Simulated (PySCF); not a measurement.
# Core-level calculation, with input and output: C$_{4}$H$_{5}$FSi$_{2}$

C$_{4}$H$_{5}$FSi$_{2}$, computed with delta-SCF UKS PBE0, pcX-2 on the ionised atom, pcseg-1 elsewhere, spin-free X2C (PySCF 2.14.0).

Figures and captions count atoms from 1; the log counts them from 0 in places.

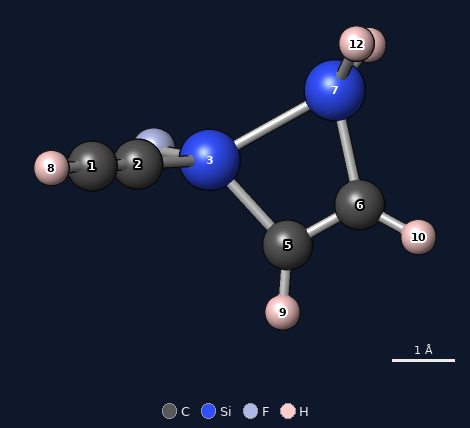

Fig. 1: The input geometry (ball-and-stick view, seen at a tilt; atoms are numbered from 1 in the order of the input). Bond lengths as drawn: C–C 1.22 to 1.36 Å, C–H 1.08 to 1.10 Å, C–Si 1.83 to 1.90 Å, F–Si 1.63 Å, H–Si 1.50 Å and Si–Si 2.33 Å.

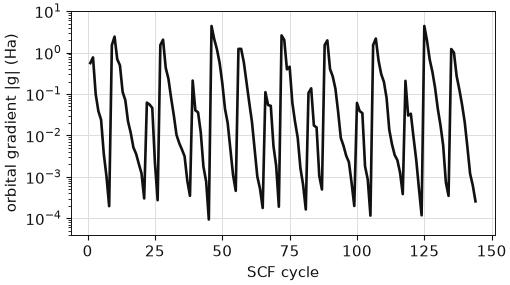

Fig. 2: Convergence of the self-consistent field: orbital gradient |g| against the SCF cycle. All cycles printed in the log are drawn one after another.

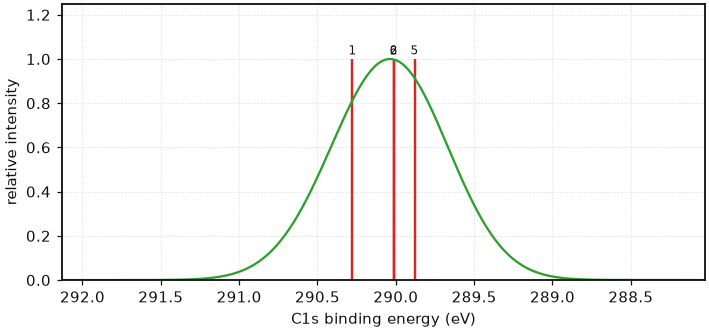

Fig. 3: C1s binding energies by ΔSCF of the atoms computed, labelled by atom number, with a Gaussian envelope of 0.8 eV full width. They run from 289.88 eV (atom 5) to 290.28 eV (atom 1).

These pictures come from the run below.

## Input file
```
{"job": {"kind": "xps", "xc": "PBE0"}, "charge": 0, "multiplicity": 1}
C      0.545901    -2.925686     1.183884
C      0.006196    -1.861133     0.944822
Si    -0.730518    -0.231922     0.567707
F     -2.164715    -0.183438     1.338546
C     -0.748954     0.189410    -1.253131
C      0.125052     1.224889    -1.336641
Si     0.630999     1.654479     0.440556
H      1.012732    -3.871838     1.396016
H     -1.242286    -0.262122    -2.123475
H      0.424463     1.675229    -2.292851
H      0.087597     2.961765     0.921227
H      2.093518     1.601974     0.746775
```

The first line tells a small driver script what to run in PySCF; the rest is the geometry in Å.

Launched with:
```bash
OMP_NUM_THREADS=1 python <driver script> task.json out
```

## Log
```
ground state, core basis on atom 0 (C), 162 functions
  cycle   1  E = -834.81527000  |g| = 5.58e-01
  cycle   2  E = -834.77204070  |g| = 7.65e-01
  cycle   3  E = -834.87990798  |g| = 9.85e-02
  cycle   4  E = -834.88159725  |g| = 3.85e-02
  cycle   5  E = -834.88184904  |g| = 2.39e-02
  cycle   6  E = -834.88198937  |g| = 3.60e-03
  cycle   7  E = -834.88199287  |g| = 1.03e-03
  cycle   8  E = -834.88199426  |g| = 1.96e-04
  E(ground) = -834.88200755 Eh
hole in C 1s of atom 0
  cycle   1  E = -823.63705076  |g| = 1.51e+00
  cycle   2  E = -820.62465391  |g| = 2.43e+00
[... 11 cycles left out ...]
  E(ion) = -824.21453188 Eh   <S^2> = 0.8066   hole on atom = 1.000   binding energy = 290.277 eV
ground state, core basis on atom 1 (C), 162 functions
[... 5 cycles left out ...]
  E(ground) = -834.88332820 Eh
hole in C 1s of atom 1
[... 12 cycles left out ...]
  E(ion) = -824.22555025 Eh   <S^2> = 0.8075   hole on atom = 1.000   binding energy = 290.013 eV
ground state, core basis on atom 2 (Si), 173 functions
[... 7 cycles left out ...]
  E(ground) = -834.95574930 Eh
hole in Si 1s of atom 2
[... 10 cycles left out ...]
  E(ion) = -767.13750557 Eh   <S^2> = 0.7519   hole on atom = 1.000   binding energy = 1845.428 eV
hole in Si 2p of atom 2
[... 10 cycles left out ...]
  E(ion) = -831.00430251 Eh   <S^2> = 0.7520   hole on atom = 1.002   binding energy = 107.524 eV
  2p3/2 = 107.278 eV   2p1/2 = 107.896 eV
ground state, core basis on atom 3 (F), 162 functions
[... 6 cycles left out ...]
  E(ground) = -834.93105456 Eh
hole in F 1s of atom 3
[... 10 cycles left out ...]
  E(ion) = -809.53933085 Eh   <S^2> = 0.7552   hole on atom = 1.000   binding energy = 690.944 eV
ground state, core basis on atom 4 (C), 162 functions
[... 6 cycles left out ...]
  E(ground) = -834.88140569 Eh
hole in C 1s of atom 4
[... 12 cycles left out ...]
  E(ion) = -824.22849492 Eh   <S^2> = 0.7878   hole on atom = 1.000   binding energy = 289.880 eV
ground state, core basis on atom 5 (C), 162 functions
[... 6 cycles left out ...]
  E(ground) = -834.88128655 Eh
hole in C 1s of atom 5
[... 12 cycles left out ...]
  E(ion) = -824.22346532 Eh   <S^2> = 0.7925   hole on atom = 1.000   binding energy = 290.014 eV
ground state, core basis on atom 6 (Si), 173 functions
[... 7 cycles left out ...]
  E(ground) = -834.94453638 Eh
hole in Si 1s of atom 6
[... 10 cycles left out ...]
  E(ion) = -767.17466798 Eh   <S^2> = 0.7521   hole on atom = 1.000   binding energy = 1844.112 eV
hole in Si 2p of atom 6
  cycle   1  E = -830.69094540  |g| = 1.22e+00
  cycle   2  E = -830.65764591  |g| = 9.97e-01
  cycle   3  E = -830.98856601  |g| = 2.72e-01
  cycle   4  E = -831.02407953  |g| = 1.29e-01
  cycle   5  E = -831.03106934  |g| = 5.60e-02
  cycle   6  E = -831.03256028  |g| = 2.10e-02
  cycle   7  E = -831.03278317  |g| = 5.22e-03
  cycle   8  E = -831.03279817  |g| = 1.19e-03
  cycle   9  E = -831.03280059  |g| = 6.20e-04
  cycle  10  E = -831.03280128  |g| = 2.56e-04
  E(ion) = -831.03276189 Eh   <S^2> = 0.7548   hole on atom = 1.002   binding energy = 106.445 eV
  2p3/2 = 106.215 eV   2p1/2 = 106.831 eV
```

## Results in brief

```csv
quantity,value
outcome,converged
hardware,"1 CPU thread, shared host"
wall time,91 s
peak memory,0.74 GiB
```
